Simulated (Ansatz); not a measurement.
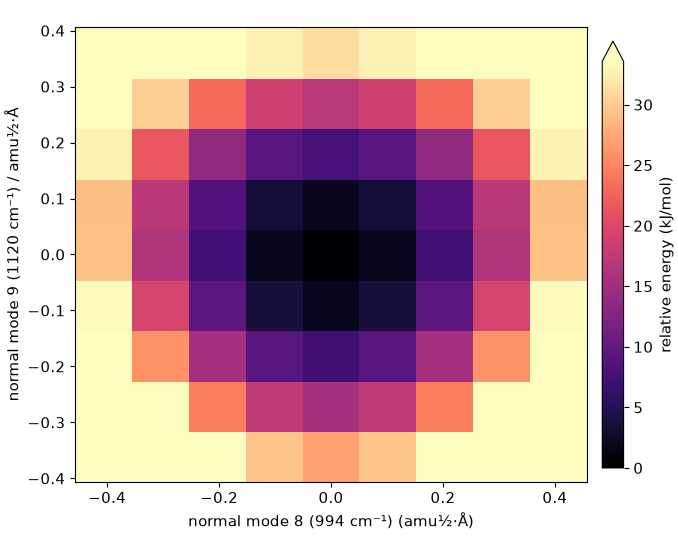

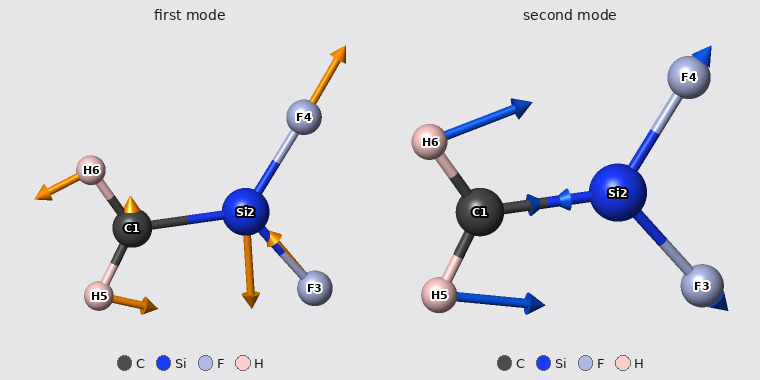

Energy landscape of CH₂F₂Si, SMILES C=[Si](F)F. Coordinates scanned: (1) normal mode 8 (994 cm⁻¹); (2) normal mode 9 (1120 cm⁻¹). Nothing is relaxed (straight displacements along the two mass-weighted modes). The grid has 9 × 9 points; 45 points were computed and 36 follow by symmetry. Energies: kJ/mol, counted from the lowest grid point. Level of theory: Ansatz 0.2.0, RKS r2SCAN-D4/def2-TZVP.

In the figure: one coloured cell a grid point, one colour for all values above the top of the scale. The second picture is the structure at the lowest point

> Where are the wells?

The lowest grid point is at normal mode 8 (994 cm⁻¹) = 0.000 amu½·Å, normal mode 9 (1120 cm⁻¹) = 0.00 amu½·Å. No other kind of well shows on this grid. The highest grid point, normal mode 8 (994 cm⁻¹) = −0.406 amu½·Å, normal mode 9 (1120 cm⁻¹) = −0.36 amu½·Å, lies 66.1 kJ/mol above the lowest.

Each point was launched as `ansatz run input.yaml --threads 1 --pin off --max-ram 2560MiB --backend cpu --events-out ev --progress --plain --runs-dir out`. The whole map (45 points run) took 5.2 min on 1 thread of Intel(R) Xeon(R) Platinum 8375C CPU @ 2.90GHz (Ice Lake), on a shared host.
